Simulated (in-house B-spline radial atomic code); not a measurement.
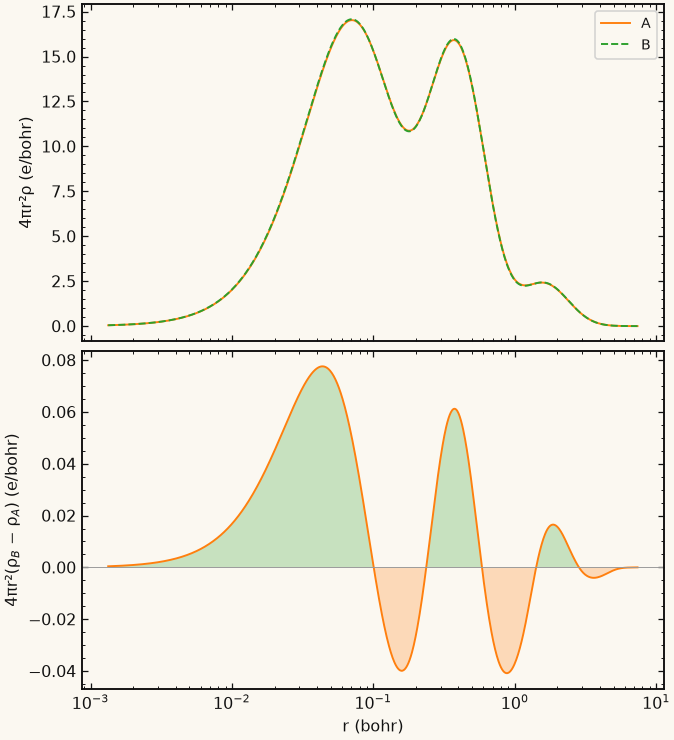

The phosphorus ion P⁺ in [Ne] 3s2 3p2 (high spin) was computed by two methods: BP86; LDA (VWN5). Both runs are non-relativistic, spin-polarised and spherical. Computed with an in-house B-spline radial code.

The plot shows both radial densities and the radial density of run B less that of run A; on the logarithmic r axis, areas aren't charges.

A is LDA (VWN5) and B is BP86.

### Where does the charge move between the methods?

B holds 0.031 electrons more than A where the difference is positive (most at r = 0.044 bohr) and as many fewer where it is negative (most at r = 0.88 bohr), out of 14 electrons.
